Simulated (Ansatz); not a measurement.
# C2H5AlCl2: rotation by 120° about the C1–C2 bond, part 2 of 2

Aim: the minimum-energy path and barrier of the rotation by 120° about the C1–C2 bond. The ends are relaxed first, then joined by a nudged elastic band. SMILES of the start: C[CH](Cl)[AlH][Cl].

Ansatz 0.2.0; RKS BHLYP/STO-3G. The steps go on from the part before.

## 5. What the band shows

The 7 inner images lie between the fixed ends 0 and 8. Energy is taken from image 0, and the path length is the program's own coordinate along the band.

```tsv
image	path (Å)	energy (eV)	dihedral H8–C1–C2–Cl3 (°)	band force (eV/Å)
0	0.000	0.0000	-61	-
1	0.422	0.0188	-47	0.005
2	0.845	0.0637	-33	0.005
3	1.267	0.1103	-17	0.007
4*	1.690	0.1310	-1	0.027
5	2.112	0.1121	15	0.005
6	2.534	0.0649	31	0.002
7	2.956	0.0185	46	0.001
8	3.378	-0.0001	61	-
```

The star marks the climbing image.

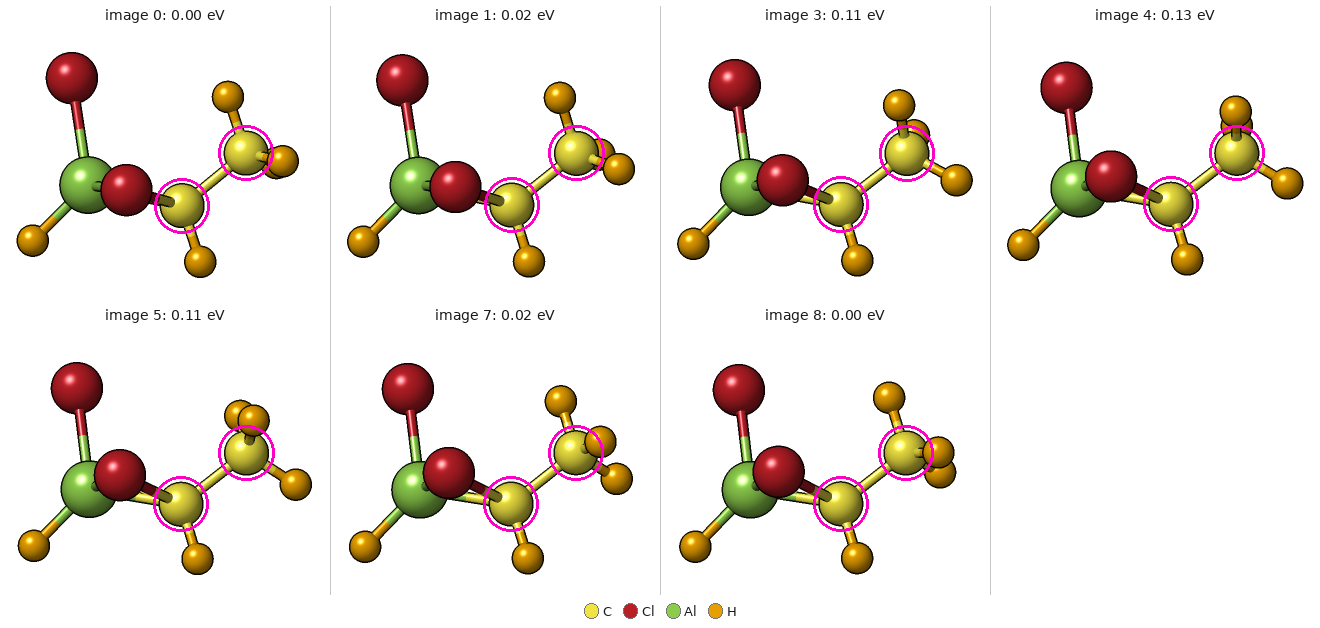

Snapshots along the band, viewed from a free direction. Ringed: C1, C2. Sticks join atoms closer than a bonding distance in each image.

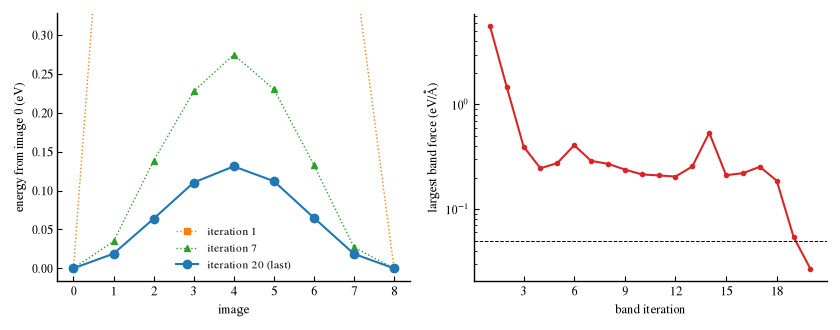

Left: energy of each image for early iterations and the last one (lines only join the points; early values far above the last band run off the scale). Right: the largest band force by iteration, with the threshold dashed.

How the highest energy settled:

```tsv
iteration	highest image above image 0 (eV)	largest band force (eV/Å)
1	1.3330	5.665
3	0.3068	0.395
5	0.2850	0.276
7	0.2746	0.289
9	0.2631	0.239
11	0.2317	0.210
13	0.1993	0.256
15	0.1843	0.211
17	0.1458	0.254
19	0.1316	0.054
20	0.1310	0.027
```

Positions of all images (Å):

```xyz
10
image=0 dE=0.0000
C    -1.141    0.525   -0.597
C    -0.055   -0.524   -0.346
Cl    1.606    0.065   -1.161
Al    1.156   -0.514    1.117
Cl    1.096    1.207    2.279
H    -1.336    0.671   -1.662
H    -2.063    0.168   -0.127
H    -0.879    1.486   -0.148
H    -0.270   -1.460   -0.876
H     1.967   -1.676    1.524
10
image=1 dE=0.0188
C    -1.141    0.525   -0.611
C    -0.038   -0.509   -0.360
Cl    1.623    0.120   -1.140
Al    1.145   -0.523    1.125
Cl    1.031    1.136    2.369
H    -1.492    0.512   -1.646
H    -1.987    0.285    0.041
H    -0.802    1.533   -0.365
H    -0.227   -1.443   -0.903
H     1.972   -1.688    1.492
10
image=2 dE=0.0637
C    -1.146    0.523   -0.615
C    -0.021   -0.496   -0.376
Cl    1.642    0.175   -1.115
Al    1.137   -0.538    1.128
Cl    0.970    1.070    2.430
H    -1.650    0.362   -1.570
H    -1.885    0.429    0.187
H    -0.761    1.545   -0.591
H    -0.182   -1.421   -0.942
H     1.979   -1.699    1.467
10
image=3 dE=0.1103
C    -1.150    0.523   -0.611
C    -0.006   -0.487   -0.393
Cl    1.662    0.232   -1.079
Al    1.131   -0.559    1.127
Cl    0.913    1.010    2.471
H    -1.794    0.226   -1.442
H    -1.761    0.590    0.294
H    -0.760    1.521   -0.817
H    -0.139   -1.393   -0.995
H     1.987   -1.715    1.449
10
image=4 dE=0.1310
C    -1.151    0.524   -0.604
C     0.008   -0.478   -0.409
Cl    1.680    0.293   -1.033
Al    1.121   -0.585    1.126
Cl    0.853    0.948    2.501
H    -1.908    0.113   -1.274
H    -1.622    0.758    0.354
H    -0.793    1.463   -1.033
H    -0.099   -1.356   -1.056
H     1.994   -1.732    1.433
10
image=5 dE=0.1121
C    -1.145    0.530   -0.604
C     0.008   -0.476   -0.413
Cl    1.689    0.309   -1.001
Al    1.114   -0.598    1.128
Cl    0.846    0.941    2.499
H    -2.000    0.025   -1.059
H    -1.460    0.956    0.352
H    -0.854    1.353   -1.259
H    -0.090   -1.338   -1.083
H     1.975   -1.753    1.444
10
image=6 dE=0.0649
C    -1.136    0.535   -0.606
C     0.009   -0.474   -0.417
Cl    1.693    0.324   -0.979
Al    1.104   -0.608    1.132
Cl    0.834    0.933    2.500
H    -2.055   -0.017   -0.816
H    -1.289    1.141    0.289
H    -0.949    1.205   -1.449
H    -0.086   -1.324   -1.102
H     1.957   -1.767    1.451
10
image=7 dE=0.0185
C    -1.126    0.539   -0.615
C     0.013   -0.470   -0.422
Cl    1.695    0.341   -0.965
Al    1.092   -0.612    1.136
Cl    0.813    0.918    2.515
H    -2.071   -0.010   -0.565
H    -1.125    1.301    0.167
H    -1.074    1.032   -1.589
H    -0.078   -1.316   -1.113
H     1.943   -1.774    1.452
10
image=8 dE=-0.0001
C    -1.119    0.539   -0.628
C     0.022   -0.463   -0.427
Cl    1.699    0.361   -0.957
Al    1.082   -0.613    1.142
Cl    0.772    0.887    2.547
H    -2.049    0.047   -0.327
H    -0.984    1.426   -0.006
H    -1.219    0.847   -1.671
H    -0.062   -1.312   -1.116
H     1.940   -1.772    1.446
```

## 6. Vibrations at the top

The geometry is the highest inner image of the first converged band.

input.yaml

```yaml
crystal:
  periodic: [false, false, false]
  atoms:
    - { symbol: C, position_ang: [-1.150602, 0.524436, -0.604452] }
    - { symbol: C, position_ang: [0.007685, -0.477919, -0.409404] }
    - { symbol: Cl, position_ang: [1.679634, 0.292645, -1.033353] }
    - { symbol: Al, position_ang: [1.120834, -0.584706, 1.125651] }
    - { symbol: Cl, position_ang: [0.853309, 0.948461, 2.501274] }
    - { symbol: H, position_ang: [-1.908115, 0.112827, -1.274074] }
    - { symbol: H, position_ang: [-1.621758, 0.758332, 0.353912] }
    - { symbol: H, position_ang: [-0.792955, 1.462591, -1.033349] }
    - { symbol: H, position_ang: [-0.099287, -1.355834, -1.056373] }
    - { symbol: H, position_ang: [1.994255, -1.732031, 1.433167] }
basis:
  gaussian: { orbitals: STO-3G }
hamiltonian:
  xc: { name: BHLYP }
phonons: {}
```

Started as:

```sh
> ansatz run input.yaml --threads 1 --pin off --max-ram 2048MiB --backend cpu --events-out ev --progress --plain --runs-dir out
```

Output, shortened:

```text
Warning: RAYON_NUM_THREADS=1 ignored (pool sized by the plan → 1); use --threads N
[...]
Functional definition: BHLYP
[...]
561 factors; integrals over basis functions are off by at most 1.9e-5 eV
[...]
mean field -33422.97407507 eV, -1228.2716423533 hartree, gradient 1.7e-5 eV, S^2 0.000000; 0 other end points of the search recorded, 0 dependent functions left out
[...]
reference -33422.97421467 eV, -1228.2716474835 hartree; 32, 32 occupied and 10, 10 virtual orbitals, 561 factors
[...]
561 factors; integrals over basis functions are off by at most 1.9e-5 eV
[...]
mean field -33422.97389159 eV, -1228.2716356104 hartree, gradient 2.2e-6 eV, S^2 0.000000; 0 other end points of the search recorded, 0 dependent functions left out
[...]
reference -33422.97403118 eV, -1228.2716407404 hartree; 32, 32 occupied and 10, 10 virtual orbitals, 561 factors
[...]
561 factors; integrals over basis functions are off by at most 2.0e-5 eV
[...]
WARN: phonons: modes at or below zero, which the zero-point energy, F, S and C_V leave out: 1, the lowest at -227.71 cm⁻¹. A minimum has none, and a first-order saddle one
[...]
Atom 1 at     0.007685    -0.477919    -0.409404 Å, force    -0.026964     0.023025    -0.010432 eV/Å
Atom 2 at     1.679634     0.292645    -1.033353 Å, force    -0.000961    -0.000463     0.009276 eV/Å
Atom 3 at     1.120834    -0.584706     1.125651 Å, force     0.022591    -0.000121    -0.003311 eV/Å
Atom 4 at     0.853309     0.948461     2.501274 Å, force     0.002880     0.006790     0.005018 eV/Å
Atom 5 at    -1.908115     0.112827    -1.274074 Å, force    -0.000436    -0.001194    -0.000717 eV/Å
Atom 6 at    -1.621758     0.758332     0.353912 Å, force    -0.000418    -0.003592     0.000303 eV/Å
Atom 7 at    -0.792955     1.462591    -1.033349 Å, force    -0.002972     0.001075     0.002113 eV/Å
Atom 8 at    -0.099287    -1.355834    -1.056373 Å, force     0.005242    -0.007549     0.000940 eV/Å
Atom 9 at     1.994255    -1.732031     1.433167 Å, force    -0.008937    -0.007223     0.001564 eV/Å
Dipole moment:    -0.328192    -0.554879    -0.327822 e Å
Vibrations: -227.71 98.54 119.53 209.92 316.51 392.51 590.38 592.06 663.24 716.62 835.41 1095.56 1160.13 1203.61 1275.53 1451.04 1629.36 1728.23 1732.65 2643.43 3437.51 3514.64 3601.48 3614.58 cm⁻¹, zero-point energy 2.022336 eV
```

Run time: 4.4 min. Hardware: 1 thread of Intel Xeon at 2.50GHz (Skylake/Cascade Lake), shared host; peak memory 0.12 GiB.

Of 24 modes, 1 is imaginary by more than 30 cm⁻¹ (228i cm⁻¹).

## 7. Summary of results

This closing draws on all 2 parts.

```
                    quantity                     value
                       end A  13 moves, 1.023 eV lower
                       end B  12 moves, 1.017 eV lower
            barrier forwards                   0.13 eV
           barrier backwards                   0.13 eV
second end relative to first                  0.000 eV
               highest image     4 of 0 to 8, climbing
             band iterations                        20
  imaginary modes at the top                 228i cm⁻¹
```

In words: The barrier from the first end is 0.13 eV, 5 times kT at 300 K, which at an assumed attempt frequency of 10^13 s⁻¹ means a rate near 10^11 s⁻¹. The two ends lie within 1 meV of each other. The listed dihedral goes from -61° at end A through -1° at the highest image to 61° at end B. One imaginary mode, as a first-order saddle point has. Zero-point energy and entropy are left out. The basis is very small, so the numbers are rough.
